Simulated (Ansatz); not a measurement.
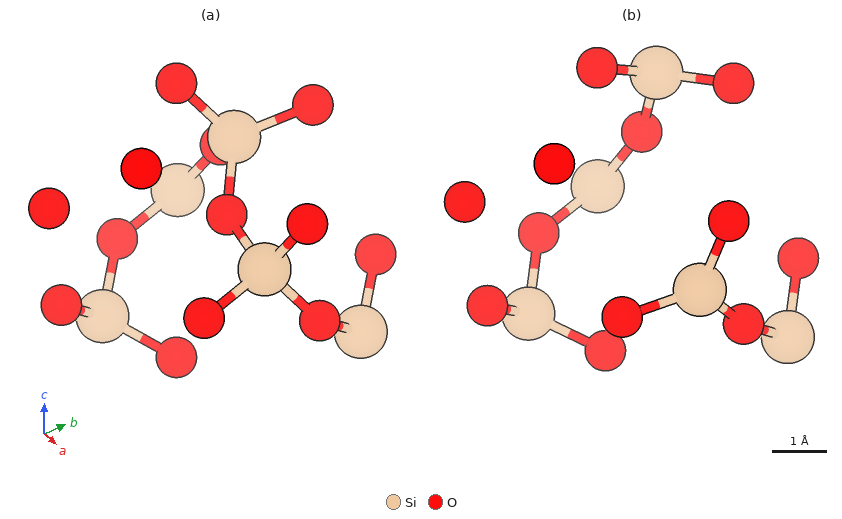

Left: perfect SiO2. Right: the same region with one point defect, after relaxing the atoms in a supercell of 54 sites. A ball-and-stick model of the atoms within 3.8 Å of one point, seen from a free direction.

Method: DFT, PBE, plane-wave PAW, default files, scalar-relativistic, frozen cores (Ansatz). Settings: plane-wave cutoff 420 eV; k-point mesh 3 × 3 × 2; occupations fermi dirac; smearing width 0.01 eV; no spin polarisation. A uniform background neutralises the charged cell. The axes drawn are those of the host's conventional cell.

Q: Which defect is it?

A: An oxygen atom is taken out (a vacancy).

The charge state of the cell is +2.

Q: What does the relaxation do around it?

A: Around the empty O site the host had 2 Si at 1.61 Å; after relaxation the nearest atoms are 1 Si at 2.16 Å, 1 O at 2.57 Å. Of the host's atoms, a silicon atom moves furthest from its site, by 1.37 Å. Relaxing the atoms from the host's sites lowers the energy by 4.10 eV.

Limits of the set-up: the cell is charged, on a uniform background, and energies carry no finite-size correction.
